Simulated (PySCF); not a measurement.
# RuBr2: structure of the triplet

Where does triplet RuBr2 go from a bent start, is the end point a minimum, and what are its modes, charges and moments?

Method: PBE0, basis Ru def2-TZVP with ECP28, Br def2-TZVP, scalar-relativistic core potentials, no spin–orbit coupling, density fitting; program: PySCF 2.14.0.

## (1) The starting structure

3 atoms, charge 0, spin multiplicity 3.

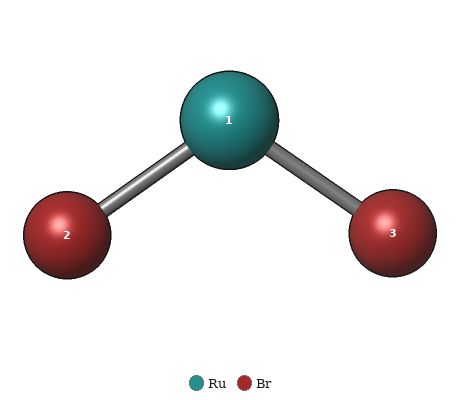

As it starts; ruthenium teal, bromine red; atoms are numbered from 1 in the order of the file.

Coordinates in bohr (charge 0 multiplicity 3):
```
Ru    0.0000    0.0000    0.0000
Br    3.6997    0.0000    2.5904
Br   -3.6997    0.0000    2.5904
```

## (2) Finding the electronic state

One driver script runs all steps and calls PySCF; scf.py shows how it sets up the SCF of each step. The optimiser is the driver's own. After this first run the driver tries any further starts and a stability analysis.

scf.py reads:

```python
from pyscf import gto, scf, dft
mol = gto.M(atom='''
Ru     0.000000     0.000000     0.000000
Br     1.957800     0.000000     1.370800
Br    -1.957800     0.000000     1.370800''',
    basis={'Ru': 'def2-TZVP', 'Br': 'def2-TZVP'},
    ecp={'Ru': 'def2-TZVP'},
    charge=0, spin=2)
mf = dft.UKS(mol, xc='PBE0')
mf.grids.atom_grid = (50, 194)
aux = {'Ru': 'def2-universal-JKFIT', 'Br': 'def2-universal-JKFIT'}
mf = mf.density_fit(auxbasis=aux)
mf.conv_tol = 1e-08
mf.diis_space = 10
mf.max_cycle = 60
mf.init_guess = 'minao'
mf.verbose = 4
mf.kernel()
```

Started as:

```sh
OMP_NUM_THREADS=4 python axn.py task.json out
```

The log of the run:

```text
init E= -5232.73144848331
[... the frontier-level lines of each cycle are left out ...]
cycle= 1 E= -5240.82451150512  delta_E= -8.09  |g|= 1.95  |ddm|= 3.07
cycle= 2 E= -5229.33009192728  delta_E= 11.5  |g|= 3.52  |ddm|= 9.16
cycle= 3 E= -5241.3465201292  delta_E=  -12  |g|= 1.52  |ddm|= 9.13
cycle= 4 E= -5242.56580709043  delta_E= -1.22  |g|= 0.285  |ddm|= 1.09
cycle= 5 E= -5242.6011402448  delta_E= -0.0353  |g|= 0.124  |ddm|= 0.429
cycle= 6 E= -5242.60793005589  delta_E= -0.00679  |g|= 0.0625  |ddm|= 0.159
cycle= 7 E= -5242.60985292529  delta_E= -0.00192  |g|= 0.0195  |ddm|= 0.0502
cycle= 8 E= -5242.61036193175  delta_E= -0.000509  |g|= 0.00565  |ddm|= 0.0411
cycle= 9 E= -5242.61043172418  delta_E= -6.98e-05  |g|= 0.00241  |ddm|= 0.0148
cycle= 10 E= -5242.61045201258  delta_E= -2.03e-05  |g|= 0.00128  |ddm|= 0.00797
cycle= 11 E= -5242.61046048071  delta_E= -8.47e-06  |g|= 0.00121  |ddm|= 0.00717
cycle= 12 E= -5242.61046328768  delta_E= -2.81e-06  |g|= 0.000392  |ddm|= 0.00358
cycle= 13 E= -5242.61046438497  delta_E= -1.1e-06  |g|= 0.000432  |ddm|= 0.00172
cycle= 14 E= -5242.61046402507  delta_E= 3.6e-07  |g|= 0.000485  |ddm|= 0.000513
cycle= 15 E= -5242.61046043726  delta_E= 3.59e-06  |g|= 6.38e-05  |ddm|= 0.011
cycle= 16 E= -5242.61046045721  delta_E= -1.99e-08  |g|= 3.46e-05  |ddm|= 0.000335
cycle= 17 E= -5242.61046045284  delta_E= 4.37e-09  |g|= 1.43e-05  |ddm|= 0.000515
Extra cycle  E= -5242.61046045279  delta_E= 5.28e-11  |g|= 2.96e-05  |ddm|= 4.86e-05
converged SCF energy = -5242.61046045279  <S^2> = 2.0193075  2S+1 = 3.0128442
```

This step, with its further starts and checks, took 57 s on 4 threads of Arm Neoverse V1, shared host.

The starts that the driver tried:

```
                      start   energy (Eh)
    the minimal-basis guess  -5242.610460
a thermally smeared density  -5242.632153
      a smeared PBE density  -5242.631083
```

This is not the lowest solution: one lies 58.2 kJ/mol lower, at -5242.63263 Eh, and the relaxation starts from that.

## (3) Bent start, triplet: relaxation

The program finds C2v symmetry in the start, which this walk keeps. The walk stops when the largest gradient is under 0.0003 Eh/bohr and the energy has settled too.

Edit scf.py of step 2 so:

```diff
@@ -3,3 +3,3 @@
-Ru     0.000000     0.000000     0.000000
-Br     1.957800     0.000000     1.370800
-Br    -1.957800     0.000000     1.370800''',
+Ru    -0.000000     0.000000    -0.832993
+Br     1.957800     0.000000     0.537807
+Br    -1.957800     0.000000     0.537807''',
@@ -16 +15,0 @@
-mf.init_guess = 'minao'
```

Steps of the walk:

```
step   energy (Eh)  change (kJ/mol)  largest symmetric gradient (Eh/bohr)
   0  -5242.632632             0.00                               0.01951
   1  -5242.634461            -4.80                               0.00908
   2  -5242.634940            -6.06                               0.00152
   3  -5242.634971            -6.14                               0.00096
   4  -5242.635152            -6.62                               0.00279
   5  -5242.635434            -7.36                               0.00565
   6  -5242.635665            -7.96                               0.00940
   7  -5242.635872            -8.51                               0.01063
   8  -5242.636852           -11.08                               0.00793
   9  -5242.637954           -13.97                               0.00274
  10  -5242.638534           -15.50                               0.00746
  11  -5242.638836           -16.29                               0.00226
  12  -5242.639188           -17.21                               0.00116
  13  -5242.639303           -17.52                               0.00217
  14  -5242.639355           -17.65                               0.00054
  15  -5242.639362           -17.67                               0.00034
  16  -5242.639363           -17.67                               0.00018
```

The walk took 2 min.

Positions (Å) and forces (eV/Å) along the way:

```
step 0
Ru   0.000   0.000  -0.833   0.021   0.000   1.003
Br   1.958   0.000   0.538  -0.597   0.000  -0.507
Br  -1.958   0.000   0.538   0.576   0.000  -0.496
step 1
Ru   0.000   0.000  -0.795   0.028   0.000   0.467
Br   1.949   0.000   0.519  -0.265   0.000  -0.241
Br  -1.949   0.000   0.519   0.237   0.000  -0.226
step 8
Ru   0.000   0.000  -0.430   0.004   0.000   0.408
Br   2.250   0.000   0.336  -0.369   0.000  -0.203
Br  -2.250   0.000   0.336   0.366   0.000  -0.204
step 16
Ru   0.000   0.000   0.079   0.000   0.000   0.001
Br   2.358   0.000   0.082   0.009   0.000   0.000
Br  -2.358   0.000   0.082  -0.009   0.000   0.000
```

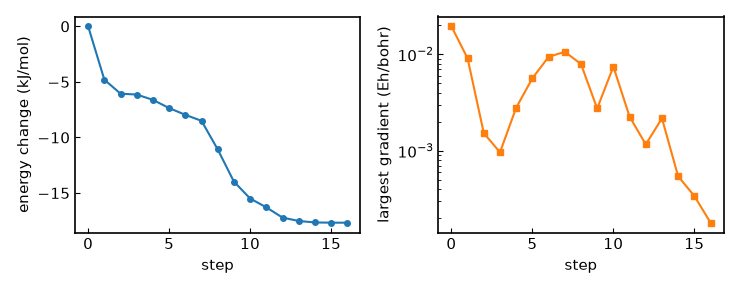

How energy and gradient fall.

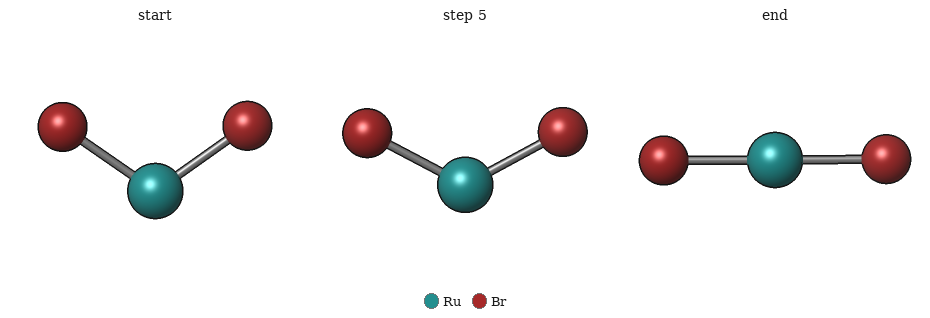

Start and end of the relaxation, with a step between.

It settles in D∞h symmetry, 17.7 kJ/mol below the start, after 16 steps: Ru–Br 2.358 Å (×2); Br–Ru–Br 179.8°.

## (4) Frequencies

On the finer grid the gradient is checked again; gradients at displacements of ±0.02 bohr then give force constants and infrared intensities.

Edit scf.py of step 3 so:

```diff
@@ -3,3 +3,3 @@
-Ru    -0.000000     0.000000    -0.832993
-Br     1.957800     0.000000     0.537807
-Br    -1.957800     0.000000     0.537807''',
+Ru     0.000000     0.000000     0.000000
+Br     2.357765    -0.000000    -0.000000
+Br    -2.357765     0.000000     0.000000''',
@@ -10 +10 @@
-mf.grids.atom_grid = (50, 194)
+mf.grids.atom_grid = (75, 302)
@@ -13 +13 @@
-mf.conv_tol = 1e-08
+mf.conv_tol = 1e-10
```

The driver hands on the density of the step before, so the log starts near convergence.

SCF at the final geometry:

```text
init E= -5242.63924224057
[... the frontier-level lines of each cycle are left out ...]
cycle= 1 E= -5242.63924224059  delta_E= -1.64e-11  |g|= 2.78e-06  |ddm|= 6.64e-06
Extra cycle  E= -5242.63924224058  delta_E= 6.37e-12  |g|= 5.47e-06  |ddm|= 7.74e-06
converged SCF energy = -5242.63924224058  <S^2> = 2.980338  2S+1 = 3.5946282
```

The whole step took 78 s.

Geometry: D∞h; Ru–Br 2.358 Å (×2); Br–Ru–Br 180.0°.

Modes, for the most abundant isotopes:

| ω (cm⁻¹) | IR (km/mol) | type |
| --- | --- | --- |
| 25 | 3.1 | bend |
| 44 | 3.1 | bend |
| 220 | 0.0 | stretch |
| 328 | 99.4 | stretch |

No imaginary mode, so this is a minimum.

Here the density breaks the symmetry of the frame, and no labels are given; pairs that should be degenerate can split.

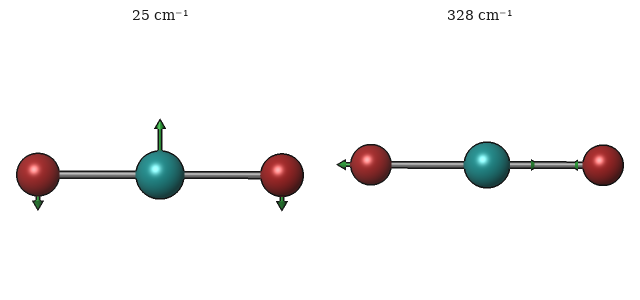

Displacements of 2 of the modes, as arrows (one member where a mode is degenerate).

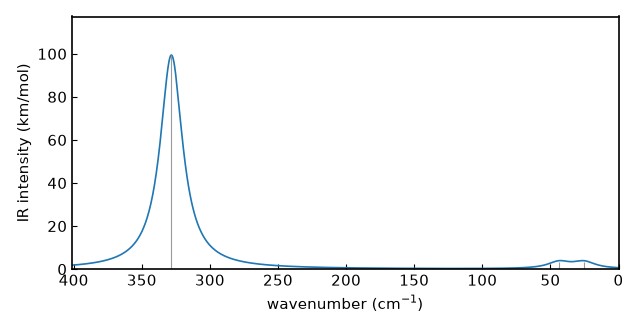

The harmonic infrared spectrum (widths in cm⁻¹). Lines are broadened to a width of 20 cm⁻¹ (Lorentzian).

Properties at this point:

| Quantity | Value |
| --- | --- |
| Dipole moment | 0.00 D |
| Highest occupied level | -7.63 eV |
| Lowest empty level | -4.79 eV |
| Rotational constants | 0.01921 cm⁻¹ |
| Zero-point energy | 3.7 kJ/mol |
| Principal polarisabilities | 50.8, 51.8, 141.2 bohr³ |
| Atomisation energy without zero-point energy | 580 kJ/mol |
| Principal traceless quadrupole moments about the centre of mass | -6.78, 3.14, 3.64 D Å |
| Entropy at 298.15 K and 1 bar (electronic part: spin only) | 327.7 J/(mol K) |
| Heat capacity Cp at 298.15 K | 60.0 J/(mol K) |
| Enthalpy at 298.15 K above 0 K | 15.64 kJ/mol |
| Rotational symmetry number | 2 |
| Spin squared ⟨S²⟩ | 2.980 |

Charges (e) and bond orders:

```tsv
atom	Mulliken	Löwdin	polar tensor	spin (Mulliken)	Mayer order to Ru1
Ru1	0.66	-0.06	1.13	1.83	–
Br2,3	-0.33	0.03	-0.57	0.08	1.12
```

Mulliken populations on Ru1 (outside its core potential): s 2.51, p 6.23, d 6.60, f 0.01.

## (5) What came out

```
                                          quantity                                value
                                           minimum        broken-symmetry (Ms = 1), D∞h
                                          geometry  Ru–Br 2.358 Å (×2); Br–Ru–Br 180.0°
                                wavenumbers (cm⁻¹)                     25, 44, 220, 328
                                     dipole moment                               0.00 D
highest occupied, lowest empty level (either spin)                      -7.63, -4.79 eV
                        polar-tensor charge of Ru1                              +1.13 e
                                 zero-point energy                           3.7 kJ/mol
                               entropy at 298.15 K                      327.7 J/(mol K)
         atomisation energy (no zero-point energy)                           580 kJ/mol
                                              ⟨S²⟩                                2.980
```

What this shows: The bent start (C2v) ends in a minimum of D∞h symmetry. The determinant is spin-contaminated (⟨S²⟩ = 2.98 against 2.00), so it is no pure spin state. The strongest infrared band lies at 328 cm⁻¹ (stretch). The dipole vanishes although Ru1 carries +1.1 e by the polar tensor: the bond dipoles cancel. The first SCF alone would have been 58 kJ/mol too high. Only this shape and spin were tried, so other structures or states may lie lower. The SCF density has lower symmetry than the nuclear frame. One determinant may miss the lowest occupation of an open d or f shell.

The search up to here took 4.3 min.
